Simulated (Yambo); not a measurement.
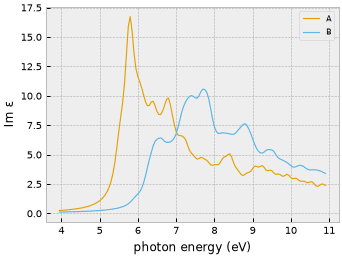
Two computed absorption spectra of CaHI (space group P4/nmm, No. 129) (Yambo, PBEsol bands with the same scissor, field along x)

Axes are Cartesian, with cell vectors (Å) (3.98, 0.00, 0.00), (0.00, 3.98, 0.00), (0.00, 0.00, 8.59).

### Question
Which curve includes the electron-hole attraction (BSE)?

### Answer
Curve A: the attraction moves weight to lower energy (centre of the plotted range 7.3 eV against 8.2 eV). Settings: 6×6×2 mesh, 8 valence and 15 conduction bands, static screening with 73 bands and a 3 Ry block, scissor 2.12 eV, Tamm-Dancoff. The scissor comes from a G0W0 run whose convergence isn't established. Broadening 0.15 eV. The band window holds all transitions up to 11.5 eV. On this mesh the peak heights and the fine structure are mesh artefacts; only the shift of weight is robust.

Spin-orbit coupling is not included.

Geometry relaxed with PBE+D3(BJ); primitive cell a = b = 3.980 Å, c = 8.591 Å, α = β = γ = 90.00°.
